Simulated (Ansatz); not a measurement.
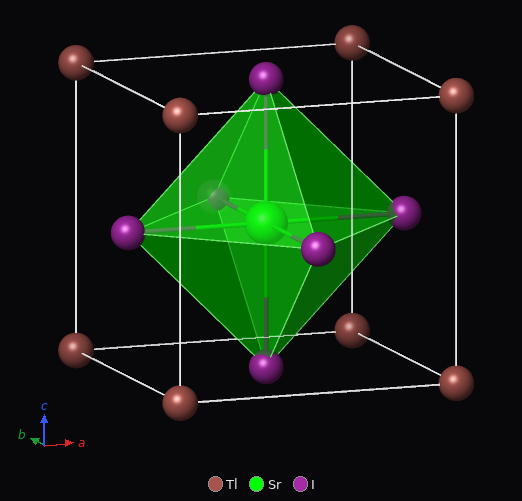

Drawn in the polyhedral manner and seen slightly off an axis. Lines trace the edges of the unit cell.

SrTlI3, a = 6.392 Å, b = 6.392 Å, c = 6.347 Å, α = 90.00°, β = 90.00°, γ = 90.00°. Strictly the space group is P4/mmm (No. 123, within 0.01 Å). It is a distorted form of a primitive cubic structure, space group Pm-3m (No. 221) within 0.25 Å: cubic perovskite with the larger cation on the octahedral site (an inverted filling). Origin of the cell: a structure type filled with these elements by a generator (whether the compound takes this form wasn't checked). The cell was then strained or its atoms displaced on purpose. An electronic-structure calculation with Ansatz was run on it.

This one geometry was computed with Ansatz (DFT, plane waves, PAW) at three levels of theory: HSE06, r2SCAN and PBE. It was relaxed with r2SCAN and then strained.

How does the band gap change with the level of theory?

PBE: a gap of 2.51 eV, indirect; r2SCAN: a gap of 2.91 eV, indirect; HSE06: a gap of 3.40 eV, indirect.

Collect the results in a table.

| level | cutoff (eV) | k-mesh of the run's cell | gap (eV) | pressure (GPa) |
| --- | --- | --- | --- | --- |
| HSE06 | 420 | 2×2×2 | 3.40 | 0.2 |
| r2SCAN | 500 | 4×4×4 | 2.91 | -0.1 |
| PBE | 420 | 4×4×4 | 2.51 | 0.2 |

Gaps are taken on the k-mesh or band path of each run.
